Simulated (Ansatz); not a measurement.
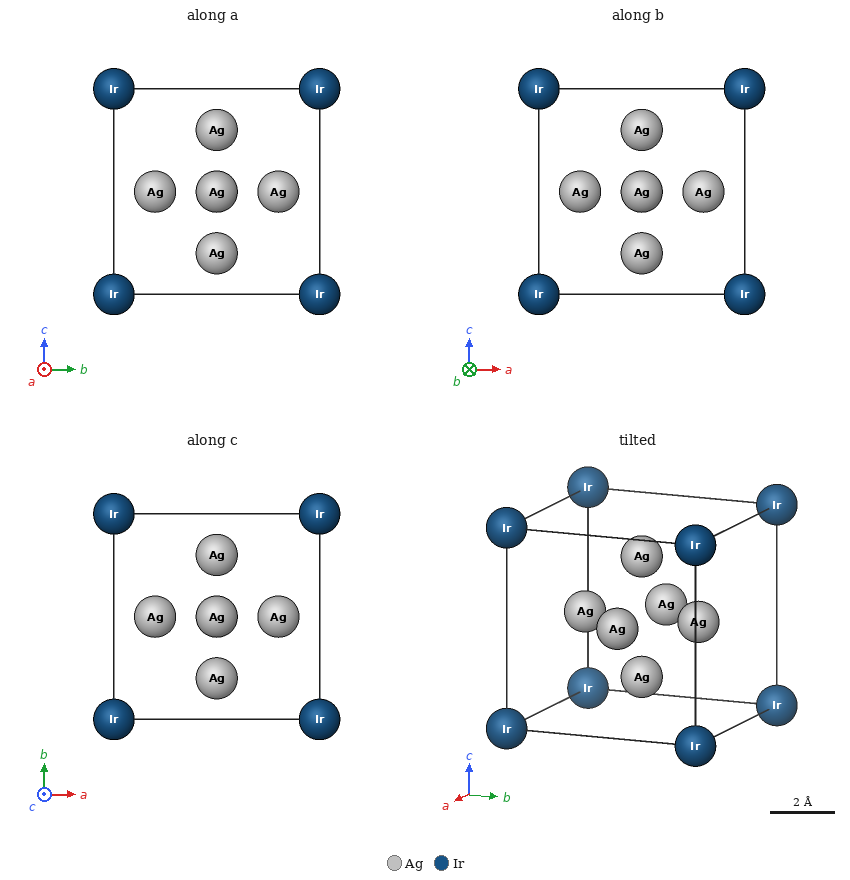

Crystal structure, spheres-only style, seen along the a axis, along the b axis, along the c axis and slightly off an axis. The parallelepiped is the conventional unit cell.

Lattice parameters: a = 6.4940 Å, b = 6.4940 Å, c = 6.4940 Å, α = 90.000°, β = 90.000°, γ = 90.000°.

### Set out the cell and atoms as a CIF with its space group and independent sites, with free fractional coordinates to two decimals.

```cif
data_structure
_symmetry_space_group_name_H-M 'P m -3 m'
_symmetry_Int_Tables_number 221
_cell_length_a 6.4940
_cell_length_b 6.4940
_cell_length_c 6.4940
_cell_angle_alpha 90.000
_cell_angle_beta 90.000
_cell_angle_gamma 90.000
_cell_volume 273.86
loop_
_atom_site_label
_atom_site_type_symbol
_atom_site_symmetry_multiplicity
_atom_site_Wyckoff_symbol
_atom_site_fract_x
_atom_site_fract_y
_atom_site_fract_z
_atom_site_occupancy
Ag1 Ag 6 f 0.20 0.50 0.50 1
Ir1 Ir 1 a 0.00 0.00 0.00 1
```

Origin of the cell: a structure type filled with these elements by a generator (whether the compound takes this form wasn't checked). Earlier steps of the study may have refined or changed the cell and positions. An electronic-structure calculation with Ansatz was run on it.
